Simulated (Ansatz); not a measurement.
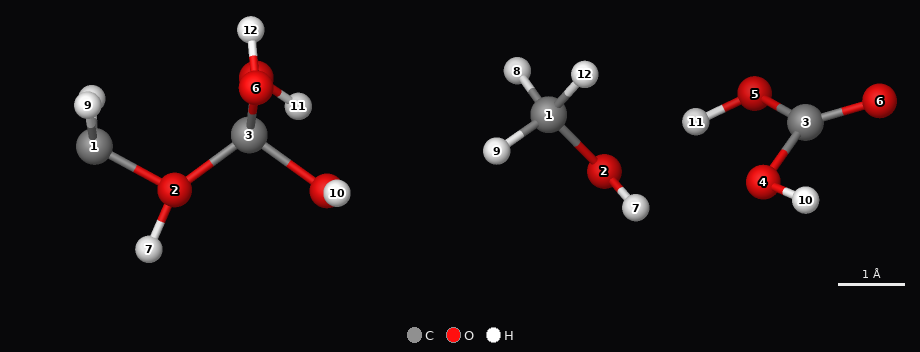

Two geometries of C₂H₆O₄, drawn at one scale. One is the start of a relaxation, the other its converged end. The picture is a ball-and-stick view, seen face on.

Theory: RKS PBE0-D4/def2-SVP in Ansatz 0.2.0. Set-up: no spin polarisation; force threshold 0.02 eV/Å; at most 50 steps.

Which of the two is the end point?

Answer. The right one is the relaxed one. The run prepares an end point of a later path (hydrogen shift) calculation, from a guessed geometry. The energy falls by 143.2 kcal/mol in 43 accepted moves (45 points after the start). The largest force component goes from 4.6 to 0.019 eV/Å. The line search rejected the trial steps at points 12, 41 of the run. O6 moves most after the best rigid fit: 2.75 Å. Largest moves by element: O 2.75 Å, H 2.04 Å, C 1.49 Å. Among the contacts that change: O6–H12 0.949 → 4.587 Å, C1–H12 3.104 → 1.105 Å, O2–C3 1.417 → 3.197 Å, C3–O6 1.414 → 1.196 Å. New bonds form, among them: C1–H12 (3.10 → 1.10 Å). Bonds break, among them: O2–C3 (1.42 → 3.20 Å), O6–H12 (0.95 → 4.59 Å). Among the angles between lasting bonds that change: O4–C3–O6 103.7° → 122.2°, O5–C3–O6 109.0° → 126.2°, C1–O2–H7 95.2° → 108.5°.
